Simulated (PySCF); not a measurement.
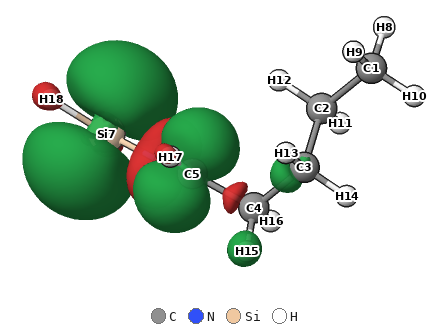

The picture shows: C$_{5}$H$_{12}$NSi (doublet). Isosurfaces of the spin density (α minus β) at +0.015 (green) and −0.015 e/Å³ (red), seen at a tilt.

Geometry: GFN2-xTB.

Method: UKS B3LYP, pcH-1 on C H N Si, non-relativistic, mean-field spin-orbit, GIAO in PySCF.

```yaml
atoms:
  - { symbol: C, position_ang: [-2.6703, 1.0005, 0.3551] }
  - { symbol: C, position_ang: [-1.2491, 0.5135, 0.6101] }
  - { symbol: C, position_ang: [-1.0559, -0.9320, 0.1604] }
  - { symbol: C, position_ang: [0.3757, -1.4230, 0.4126] }
  - { symbol: C, position_ang: [1.3774, -0.6723, -0.3981] }
  - { symbol: N, position_ang: [2.3510, -0.0450, 0.1883] }
  - { symbol: Si, position_ang: [3.6662, 0.8911, -0.1027] }
  - { symbol: H, position_ang: [-2.7951, 2.0235, 0.7032] }
  - { symbol: H, position_ang: [-2.9005, 0.9689, -0.7079] }
  - { symbol: H, position_ang: [-3.3881, 0.3706, 0.8768] }
  - { symbol: H, position_ang: [-1.0232, 0.5897, 1.6759] }
  - { symbol: H, position_ang: [-0.5394, 1.1507, 0.0778] }
  - { symbol: H, position_ang: [-1.2819, -1.0141, -0.9058] }
  - { symbol: H, position_ang: [-1.7552, -1.5752, 0.7002] }
  - { symbol: H, position_ang: [0.4241, -2.4875, 0.1558] }
  - { symbol: H, position_ang: [0.6270, -1.3129, 1.4682] }
  - { symbol: H, position_ang: [1.2381, -0.6789, -1.4777] }
  - { symbol: H, position_ang: [4.2537, 1.4087, -1.3314] }
  - { symbol: H, position_ang: [4.3357, 1.2328, 1.1322] }
```

Describe the spin distribution.

The unpaired spin (1 electron) lies mostly on Si7 (about 0.6) and C5 (about 0.3), in electrons by Hirshfeld's partition.
